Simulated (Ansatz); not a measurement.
## Electronic structure of C$_{2}$H$_{6}$FGe (SMILES [CH3][GeH+][CH2]F) (charge +1) in real space

Input file:

```
crystal:
  periodic: [false, false, false]
  atoms:
    - {symbol: C, position_ang: [2.450232, 0.285709, 1.394776]}
    - {symbol: C, position_ang: [-0.580546, -0.855548, 0.454095]}
    - {symbol: F, position_ang: [-0.601954, 0.378979, -0.110698]}
    - {symbol: Ge, position_ang: [1.130468, -1.102450, 1.386628]}
    - {symbol: H, position_ang: [2.092444, 1.154339, 0.825616]}
    - {symbol: H, position_ang: [3.385024, -0.113264, 0.961820]}
    - {symbol: H, position_ang: [2.664108, 0.561714, 2.443029]}
    - {symbol: H, position_ang: [1.385810, -2.435845, 2.110108]}
    - {symbol: H, position_ang: [-0.684043, -1.654080, -0.307434]}
    - {symbol: H, position_ang: [-1.402027, -0.982886, 1.187007]}
basis:
  gaussian: {orbitals: def2-TZVPD}
total_charge: 1
hamiltonian: {xc: pbe0}
output: {forces: true, orbitals: {seedname: orbitals}}
```

Command:

```sh
ansatz run input.yaml --threads 2 --pin off --max-ram 4350MiB --events-out events.jsonl --progress --plain --runs-dir runs
```

Geometry: B3LYP-D3(BJ)/def2-SVP.

Theory: Ansatz 0.2.0, isolated molecule in a Gaussian basis; Kohn-Sham density functional theory, functional PBE0.

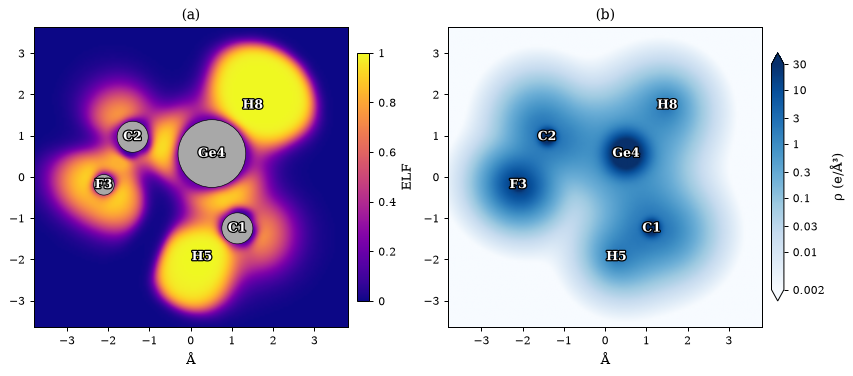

Figure 1. (a) electron localisation function; (b) electron density on the plane of atoms F3, C2 and Ge4. Grey discs cover the atomic cores in the ELF map.

Question: Describe what can be read from this map.

Answer:
- The section cuts through C, F, Ge and H sites.
- C–F (1.36 Å): ρ is about 2.2 e/Å³ halfway, with its minimum of 1.8 e/Å³ about 0.5 Å from C; the ELF peaks at about 0.80 between the atoms (a polar covalent bond).
- C–Ge (1.92 Å): the density is about 0.94 e/Å³ at the midpoint; the ELF peaks at about 0.90 between the atoms: a covalent bond.
- C–H (1.10 Å): ρ at the midpoint is about 2 e/Å³; the ELF climbs to about 1 towards the hydrogen, as it does in any bond to H: an ordinary covalent bond to hydrogen.
- C–Ge (1.96 Å): ρ at the midpoint is about 0.91 e/Å³; the ELF peaks at about 0.95 between the atoms; localised, covalent bonding.
- Ge–H (1.54 Å): the density is about 1.1 e/Å³ at the midpoint; the ELF climbs to about 1 towards the hydrogen.
- The ELF also peaks beside F3, away from the bonds: lone-pair regions.

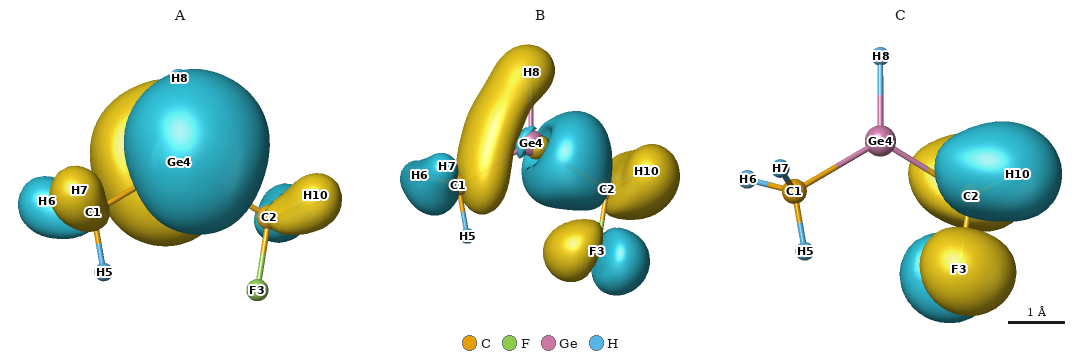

Figure 2. Three frontier orbitals at ±0.1 Å⁻³ᐟ² (yellow and cyan are the two phases), in no order.

Question: Which picture is the HOMO−1, the HOMO and the LUMO?

Answer: C is the HOMO−1 (−15.29 eV). Its weight (Hirshfeld) is mainly on F3 (about 55 %), C2 (about 20 %), H10 (about 10 %) and H9 (about 10 %). B is the HOMO (−14.23 eV). It lies mainly on F3 (about 30 %), C2 (about 25 %), Ge4 (about 25 %) and C1 (about 10 %). A is the LUMO (−8.58 eV). By Hirshfeld shares it lies mainly on Ge4 (about 75 %).

Question: What is the HOMO–LUMO gap?

Answer: 5.65 eV between the orbital energies.
